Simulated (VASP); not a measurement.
Band structure of CrO2 (rutile). Calculation: r2SCAN+rVV10, VASP's PBE PAW potentials (set 64) (plane waves; VASP).

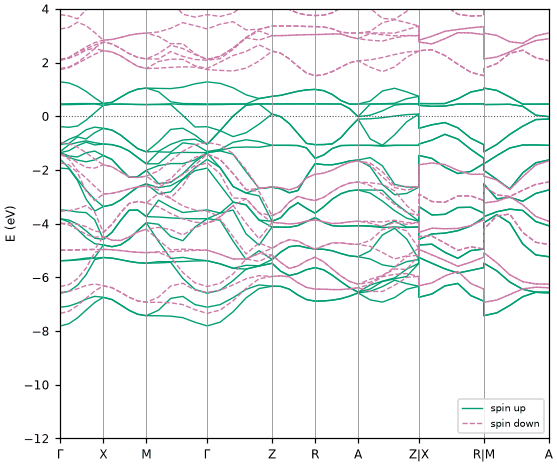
Fig. 1. Bands along high-symmetry lines, zero at the valence-band maximum or, without a gap, the Fermi level

Question: Read the plot: is there a gap, and where are the band edges?

Answer: It has no gap at this level: it comes out as a metal or semimetal.

The compound is CrO2 in the rutile structure. It was relaxed first.
